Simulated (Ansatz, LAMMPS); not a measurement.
# Electronic structure of aqueous K+ and HSO4-, 6.0 mol of salt per kg of water at 300 K (173 atoms), part 2 of 2

What does DFT give for aqueous K+ and HSO4-, 6.0 mol of salt per kg of water at 300 K (173 atoms) as built?

Ansatz 0.2.0; Kohn-Sham DFT, r2SCAN+D4, PAW (set soft_2), plane waves.

The cell: 66 O, 5 S, 97 H and 5 K. The network of contacts between molecules at the start is that of the classical potential that made the cell. The concentration wasn't checked against solubility and may exceed it. The density was typed from a rule of thumb and may lie off the real one at this temperature. Only the Γ point is sampled, in a cell whose shortest periodic width is 12 Å.

So far. Step 3 (Plane-wave single point): Between -26 and -10 eV lie 172 more states.

## 4. Distances and neighbours

These statistics describe the geometry on which the runs were made.

Density 1.43 g/cm³, 10.14 Å³ an atom.

Pair distribution functions g(r), in bins of 0.2 Å:

```
r (Å)  total   H-H   H-O   H-K   H-S   O-O   O-K
 0.90   2.16  0.00  5.05  0.00  0.00  0.00  0.00
 1.10   2.35  0.00  5.50  0.00  0.00  0.00  0.00
 1.30   0.00  0.00  0.00  0.00  0.00  0.00  0.00
 1.50   0.57  0.00  0.36  0.00  0.00  0.00  0.00
 1.70   1.35  2.63  1.18  0.00  0.00  0.00  0.00
 1.90   0.53  0.45  0.90  0.00  0.00  0.00  0.00
 2.10   0.44  0.77  0.35  0.00  1.58  0.00  0.00
 2.30   0.61  1.29  0.23  0.00  0.00  0.75  0.00
 2.50   0.73  1.13  0.33  0.22  0.43  1.32  0.98
 2.70   0.93  0.80  0.65  0.38  1.96  1.77  3.12
 2.90   1.13  1.02  1.04  1.20  0.98  1.52  3.25
 3.10   1.09  0.83  1.25  1.65  1.35  1.13  1.29
 3.30   1.17  1.07  1.36  2.10  0.53  0.94  0.75
 3.50   1.08  1.14  1.13  2.01  0.45  0.76  0.52
 3.70   1.05  1.06  1.12  0.74  0.85  0.84  0.62
 3.90   1.08  1.03  1.09  1.50  1.03  1.04  0.41
 4.10   1.08  1.04  1.08  0.77  1.28  1.06  1.27
 4.30   0.93  0.98  0.95  0.69  0.86  0.90  0.80
 4.50   0.99  1.05  0.94  0.63  1.27  0.87  1.79
 4.70   0.98  1.02  0.88  0.78  1.31  1.08  1.35
 4.90   1.03  0.92  1.00  0.84  1.21  1.28  1.15
 5.10   0.89  0.95  0.82  0.72  0.78  1.01  0.90
 5.30   1.03  1.03  1.04  1.28  0.88  0.99  0.68
 5.50   0.96  1.02  1.06  1.15  0.80  0.65  0.63
 5.70   1.01  0.86  1.08  1.15  1.19  1.08  0.92
 5.90   1.01  1.08  0.92  0.91  1.08  1.12  1.09
```

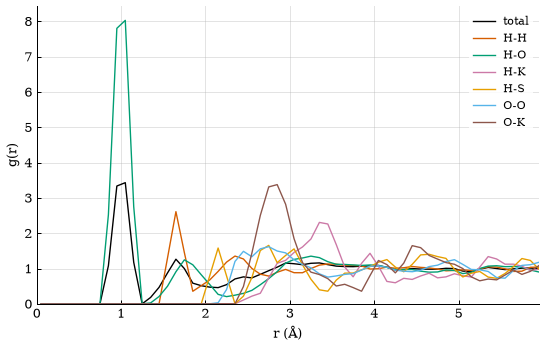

Pair distribution functions, lightly smoothed.

Bonds by pair of elements; cutoffs follow the first minimum of g(r), held within bounds set by covalent radii, and pairs that aren't listed don't count as bonded:

```
pair A-B  cutoff (Å)  bonds  mean length (Å)  spread (Å)  shortest (Å)  B about A  A about B
     H-O        1.21     97            0.999       0.006         0.965          1       1.47
     O-K        3.27     33             2.86        0.18          2.50        0.5        6.6
     O-S        2.02     20             1.48       0.072          1.41      0.303          4
```

The cutoff for O-K falls short of the minimum of g(r), so counts run low and odd coordinations can be artefacts.

How many atoms have how many bonded neighbours:

```
element  mean   1   2   3  4  6  7  8
      H     1  97   0   0  0  0  0  0
      K   6.6   0   0   0  0  3  1  1
      O  2.27   7  37  19  3  0  0  0
      S     4   0   0   0  5  0  0  0
```

Bond angles, per cent of each kind in bins of 5°:

```
angle (°)  O-K-O  H-O-H  H-O-K  O-S-O  K-O-S
    45–50    3.2    0.0    0.0    0.0    0.0
    50–55    3.2    0.0    0.0    0.0    0.0
    55–60    3.2    0.0    0.0    0.0    0.0
    60–65    5.3    0.0    2.2    0.0    0.0
    65–70    4.3    0.0    4.3    0.0    0.0
    70–75    6.4    0.0    6.5    0.0    0.0
    75–80    6.4    0.0    2.2    0.0    0.0
    80–85    8.5    0.0    2.2    0.0    0.0
    85–90    4.3    0.0    6.5    0.0    9.1
    90–95    2.1    0.0    2.2    0.0    9.1
   95–100    6.4    0.0    8.7    3.3   27.3
  100–105    6.4    0.0    8.7   33.3    0.0
  105–110    3.2  100.0    4.3   13.3    0.0
  110–115    3.2    0.0   10.9   26.7    9.1
  115–120    6.4    0.0   17.4   23.3    0.0
  120–125    3.2    0.0    2.2    0.0   18.2
  125–130    3.2    0.0    4.3    0.0    0.0
  130–135    2.1    0.0    6.5    0.0    9.1
  135–140    6.4    0.0    2.2    0.0    9.1
  140–145    3.2    0.0    0.0    0.0    0.0
  145–150    4.3    0.0    2.2    0.0    0.0
  150–155    2.1    0.0    0.0    0.0    0.0
  155–160    3.2    0.0    0.0    0.0    9.1
  160–165    0.0    0.0    0.0    0.0    0.0
  165–170    0.0    0.0    6.5    0.0    0.0
```

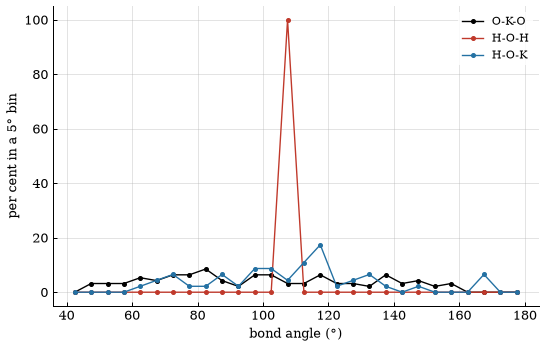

Distributions of the most common bond angles.

Bond angles (no mean is given where the spread exceeds 20°):

```
angle  count  mean (°)  spread (°)
O-K-O     94         -           -
H-O-H     46       110           0
H-O-K     46         -           -
O-S-O     30       109         6.1
K-O-S     11         -           -
```

Hydrogen bonds between water molecules (O–O under 3.5 Å, H–O···O angle under 30°):

```
hydrogen bonds to other water  molecules
                            0          6
                            1          4
                            2         12
                            3         18
                            4          6
```

First shells of the ions:

```
ion  count                 shell  mean number
  K      5  water O within 3.6 A            5
```

Bond length by coordination (bonds to H left out):

```
element  coordination  atoms  mean bond length (Å)
      K             6      3                  2.85
      K             7      1                  2.84
      K             8      1                  2.89
      O             1      7                  1.44
      O             2     10                  2.03
      O             3     19                  2.69
      O             4      3                  2.89
```

For some of the pairs, g(r) has its first main peak near 1.6 Å (H-H), 1.0 Å (H-O), 3.4 Å (H-K) and 2.8 Å (O-K). The 46 water molecules hold 2.3 hydrogen bonds each to other water on average, with a mean O–O distance of 2.81 Å. Ion shells in this frame: K 5.0 (water O within 3.6 Å).

A closer look about S2, which bears the longest force: 10 atoms, nearest first, numbered in the order of the input, with positions taken from that point.

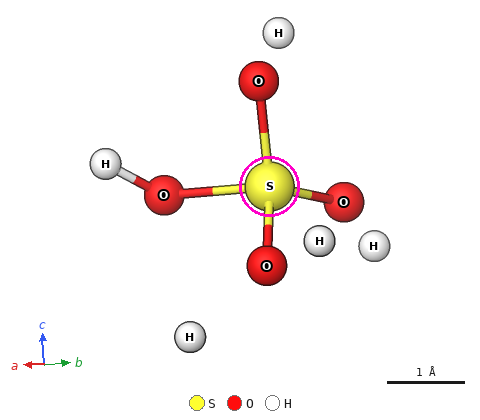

The atoms of the table, within 3.2 Å (arrows a, b, c point along x, y, z); some may hide others; the central atom is ringed.

```
atom      x      y      z  distance (Å)  bonds  Löwdin charge (e)     Fx     Fy  Fz (eV/Å)
  S2   0.00   0.00   0.00          0.00      4               2.59   1.51  -3.50       3.67
  O4  -1.38   0.18  -0.25          1.41      3              -0.82  -2.78   0.96      -0.85
  O3   0.84   0.50  -1.03          1.42      2              -0.77   1.07   1.40      -1.60
  O5   0.40   0.20   1.37          1.44      2              -0.81   0.17   1.88       0.02
  O1   0.15  -1.58  -0.05          1.59      3              -0.73  -0.72  -0.91      -1.41
  H6   0.94  -1.93   0.40          2.18      1               0.40   0.55   0.32       0.48
H150   1.67   1.96  -0.74          2.68      1               0.38   0.70   1.51       0.35
 H33   2.19   0.19  -1.90          2.91      1               0.38   1.24  -0.37      -0.72
H143  -1.99  -1.17   1.99          3.05      1               0.40  -1.24  -1.01      -0.63
 H12  -3.03  -0.56  -0.84          3.19      1               0.41   0.23   0.02       0.24
```

The column of bonds counts only the pairs H-O within 1.21 Å, O-K within 3.27 Å, O-S within 2.02 Å; other neighbours, such as metal atoms beside each other in a compound, aren't counted, and periodic images can show an atom twice.

## 5. Summary of results

| Item | Value |
| --- | --- |
| free energy per atom | -296.7226 eV/atom |
| pressure | -2.031 GPa |
| r.m.s. force component | 0.8234 eV/Å |
| gap (highest filled to lowest empty level) | 4.732 eV |
| wall time of the 1 DFT run | 39 s |

What this shows: The highest filled and lowest empty levels differ by 4.73 eV (at Γ alone); a semilocal functional tends to put such gaps too low. In a disordered cell it changes from sample to sample and from frame to frame. The 46 water molecules hold 2.3 hydrogen bonds each to other water on average, with a mean O–O distance of 2.81 Å.

**Limits.** The force components of 0.82 eV/Å r.m.s. come partly from thermal motion and partly from the difference between the classical potential and DFT, above all in bond lengths inside molecules. The pressure of -2.0 GPa is that of one thermal frame, in which the classical model's bond lengths enter as well as the volume, without the kinetic term and with the strain of bonds inside molecules.

[Logs are printed without paths, hosts, clocks, repeated set-up lines and the standing remarks that a program may print on its own settings, such as how far it seeks lower states.]

[Hosts, paths, dates, database ids (printed as entryN), source tags and the programs' standing remarks are cut or masked in the printed files.]
